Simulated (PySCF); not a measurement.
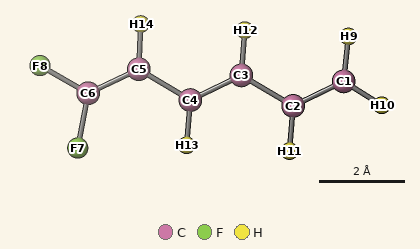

**Figure 1.** The structure (ball-and-stick view, seen on its broad side; atoms are numbered from 1 in the order of the input). Bond lengths as drawn: C–C 1.33 to 1.44 Å, C–F 1.33 Å and C–H 1.08 Å.

**What a change does: NMR shielding calculation on C₆H₆F₂**

System: C₆H₆F₂.
Method of run A: GIAO B97-D/pcSseg-1 NMR shielding, non-relativistic, gas phase (PySCF 2.14.0).

The geometry comes from this level: GFN2-xTB. Text and figures count atoms from 1; the logs count them from 0 in places.

Input, run A:
```
{"job": {"kind": "nmr", "xc": "B97-D", "basis": "pcSseg-1", "pop": true, "scf": {"guess": "huckel"}}, "charge": 0, "multiplicity": 1}
C      1.049472     2.884089     0.155398
C      1.009737     1.580266    -0.112250
C      0.027963     0.685760     0.439130
C     -0.013514    -0.629685     0.170152
C     -0.999149    -1.515658     0.725667
C     -1.047055    -2.817765     0.467060
F     -0.212807    -3.483768    -0.324647
F     -1.948566    -3.656023     0.969725
H      0.331830     3.346796     0.812755
H      1.795938     3.530532    -0.271471
H      1.742368     1.139463    -0.775561
H     -0.707163     1.121665     1.103334
H      0.717561    -1.072281    -0.492799
H     -1.747293    -1.113862     1.391366
```

The first line tells a small driver script what to run in PySCF; the rest is the geometry in Å.

Launched with:
```bash
OMP_NUM_THREADS=1 python <driver script> task.json out
```

Hardware: 1 CPU thread, shared host.

Output (run A):
```
final grid: 122688 points
cycle   1  E = -424.6565006369  dE =  3.684e+00  |g| = 5.874e+00  |ddm| = 5.955e+00
cycle   2  E = -405.6104007970  dE =  1.905e+01  |g| = 7.950e+00  |ddm| = 6.251e+01
cycle   3  E = -417.7102211236  dE = -1.210e+01  |g| = 5.262e+00  |ddm| = 6.212e+01
cycle   4  E = -428.6000961541  dE = -1.089e+01  |g| = 2.790e+00  |ddm| = 2.220e+01
cycle   5  E = -428.5664589114  dE =  3.364e-02  |g| = 2.743e+00  |ddm| = 4.696e+00
cycle   6  E = -431.3631423051  dE = -2.797e+00  |g| = 7.469e-01  |ddm| = 3.553e+00
cycle   7  E = -431.4332280870  dE = -7.009e-02  |g| = 6.324e-01  |ddm| = 1.502e+00
cycle   8  E = -431.5410303716  dE = -1.078e-01  |g| = 2.651e-01  |ddm| = 8.056e-01
cycle   9  E = -431.5582926727  dE = -1.726e-02  |g| = 8.061e-02  |ddm| = 2.769e-01
cycle  10  E = -431.5596527589  dE = -1.360e-03  |g| = 4.308e-02  |ddm| = 9.212e-02
cycle  11  E = -431.5600992198  dE = -4.465e-04  |g| = 8.510e-03  |ddm| = 3.846e-02
cycle  12  E = -431.5601187223  dE = -1.950e-05  |g| = 3.065e-03  |ddm| = 1.031e-02
cycle  13  E = -431.5601202931  dE = -1.571e-06  |g| = 1.237e-03  |ddm| = 2.906e-03
cycle  14  E = -431.5601205879  dE = -2.949e-07  |g| = 3.349e-04  |ddm| = 1.072e-03
cycle  15  E = -431.5601206054  dE = -1.749e-08  |g| = 1.236e-04  |ddm| = 3.130e-04
cycle  16  E = -431.5601206078  dE = -2.419e-09  |g| = 4.914e-05  |ddm| = 1.465e-04
cycle  17  E = -431.5601206083  dE = -4.753e-10  |g| = 2.062e-05  |ddm| = 5.864e-05
converged SCF energy = -431.5601206083

GIAO shielding tensors (ppm)
atom      isotropic    diamagn.    paramagn.     s11        s22        s33       span
  0 C       64.094     251.906    -187.812    -32.823     70.210    154.896    187.720
  1 C       42.306     253.163    -210.856    -62.783     44.866    144.837    207.619
  2 C       47.605     254.324    -206.719    -41.072     52.941    130.948    172.020
  3 C       57.275     254.839    -197.564    -32.437     53.204    151.058    183.496
  4 C       95.025     255.082    -160.057     39.674    102.746    142.654    102.980
  5 C       13.774     250.346    -236.572    -54.608     38.488     57.443    112.051
  6 F      242.869     476.671    -233.801    184.010    257.618    286.981    102.971
  7 F      240.270     470.313    -230.043    199.408    224.179    297.222     97.815
  8 H       26.491      31.231      -4.740     23.715     25.897     29.861      6.145
  9 H       26.610      28.390      -1.780     24.385     25.890     29.557      5.172
 10 H       25.349      32.490      -7.141     22.850     24.347     28.852      6.002
 11 H       25.682      34.656      -8.974     22.546     24.600     29.900      7.354
 12 H       25.608      34.566      -8.958     23.349     23.469     30.006      6.657
 13 H       26.861      31.335      -4.474     24.106     26.558     29.919      5.813
```

The input of run B differs as follows (lines with − go, lines with + come):
```diff
-"xc": "B97-D"
-"basis": "pcSseg-1"
-"pop": true
-"scf": {"guess": "huckel"}
+"xc": "wB97X"
+"basis": "pcSseg-0"
+"pop": false
```

What does this change do to the results?

The total energies belong to different models, so their difference says nothing on which is more stable or more accurate. The HOMO goes from −5.26 to −8.41 eV. The LUMO goes from −2.12 to 0.60 eV. The dipole moment goes from 0.93 to 1.57 D. Of all shieldings, the largest change is that of F8, by +25.4 ppm. The functional changes from B97-D to wB97X. The SCF takes 13 iterations against 17. The basis functions go from 166 to 84.

Output (run B):
```
coarse grid: 12408 points
cycle   1  E = -430.7536126625  dE =  1.526e+00  |g| = 6.996e-01  |ddm| = 3.864e+00
cycle   2  E = -430.7789897420  dE = -2.538e-02  |g| = 7.547e-01  |ddm| = 1.469e+00
cycle   3  E = -430.8849792514  dE = -1.060e-01  |g| = 4.485e-02  |ddm| = 6.571e-01
cycle   4  E = -430.8859452703  dE = -9.660e-04  |g| = 2.342e-02  |ddm| = 1.063e-01
cycle   5  E = -430.8861301896  dE = -1.849e-04  |g| = 8.102e-03  |ddm| = 3.329e-02
cycle   6  E = -430.8861600041  dE = -2.981e-05  |g| = 2.726e-03  |ddm| = 1.641e-02
cycle   7  E = -430.8861646333  dE = -4.629e-06  |g| = 6.791e-04  |ddm| = 7.103e-03
final grid: 122688 points
cycle   8  E = -430.8120444912  dE = -4.465e-05  |g| = 3.545e-03  |ddm| = 2.041e-02
cycle   9  E = -430.8120469274  dE = -2.436e-06  |g| = 2.802e-03  |ddm| = 6.821e-03
cycle  10  E = -430.8120485328  dE = -1.605e-06  |g| = 4.105e-04  |ddm| = 2.917e-03
cycle  11  E = -430.8120486004  dE = -6.765e-08  |g| = 1.974e-04  |ddm| = 9.629e-04
cycle  12  E = -430.8120486104  dE = -1.001e-08  |g| = 4.065e-05  |ddm| = 2.906e-04
cycle  13  E = -430.8120486109  dE = -4.376e-10  |g| = 1.446e-05  |ddm| = 5.627e-05
converged SCF energy = -430.8120486109

GIAO shielding tensors (ppm)
atom      isotropic    diamagn.    paramagn.     s11        s22        s33       span
  0 C       63.906     254.935    -191.029    -51.724     70.675    172.767    224.491
  1 C       47.942     260.085    -212.144    -75.759     54.341    165.244    241.003
  2 C       51.046     261.031    -209.985    -55.229     58.732    149.635    204.864
  3 C       61.760     260.237    -198.477    -48.502     64.217    169.565    218.068
  4 C       98.266     261.487    -163.220     29.124    108.044    157.630    128.506
  5 C       12.576     249.813    -237.237    -74.265     46.197     65.796    140.061
  6 F      267.336     480.303    -212.967    197.205    297.568    307.234    110.029
  7 F      265.702     466.106    -200.404    211.086    271.782    314.236    103.150
  8 H       27.542      30.428      -2.885     24.652     27.004     30.972      6.320
  9 H       27.589      28.288      -0.700     25.027     27.289     30.450      5.424
 10 H       26.682      31.561      -4.879     24.520     25.522     30.004      5.484
 11 H       27.010      34.239      -7.229     24.377     25.499     31.155      6.778
 12 H       26.933      33.770      -6.837     24.061     25.251     31.486      7.426
 13 H       28.189      30.068      -1.879     24.959     28.714     30.895      5.937
```

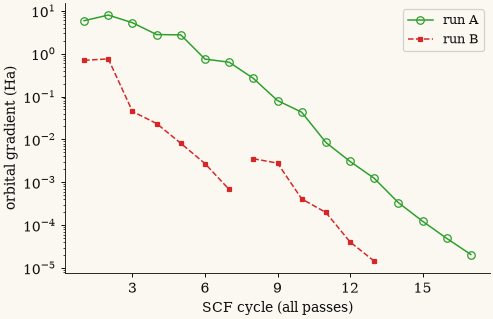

**Figure 2.** Convergence of the two runs: orbital gradient against the SCF cycle. A break in a curve parts two SCF passes (coarse and final grid). Run A takes 17 cycles in all, and run B takes 13.

The two runs side by side:

```tsv
quantity	run A	run B
outcome	converged	converged
total energy (hartree)	−431.560121	−430.812049
HOMO (eV)	−5.26	−8.41
LUMO (eV)	−2.12	0.60
dipole moment (D)	0.93	1.57
shielding of C2 (ppm)	42.3	47.9
shielding of C3 (ppm)	47.6	51.0
shielding of C4 (ppm)	57.3	61.8
shielding of C5 (ppm)	95.0	98.3
shielding of F7 (ppm)	242.9	267.3
shielding of F8 (ppm)	240.3	265.7
shielding of H11 (ppm)	25.3	26.7
SCF iterations	17	13
basis functions	166	84
wall time (shared host)	51 s	13 s
```
